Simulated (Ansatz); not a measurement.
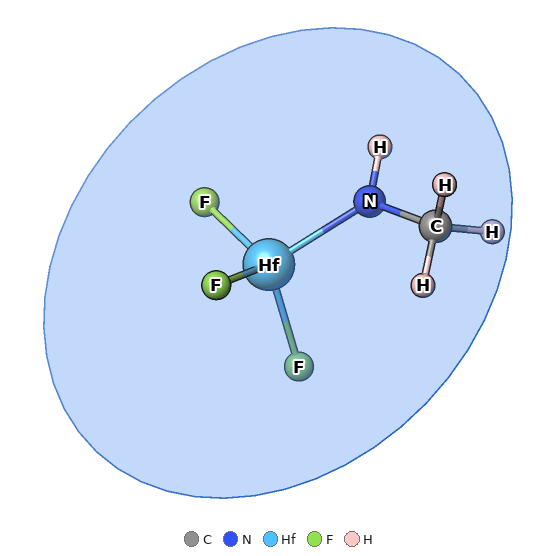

All proper rotation axes (lines) and mirror planes (discs) of the structure are drawn in. Atoms fade into the background with distance from the viewer. Charge 0, singlet. Computed geometry: PBE0-D4/def2-TZVP optimisation.

Question: Name the symmetry elements and the point group.

Answer: It has 1 mirror plane. Point group Cs. The group has 2 operations. The geometry is achiral, and symmetry allows a dipole moment.
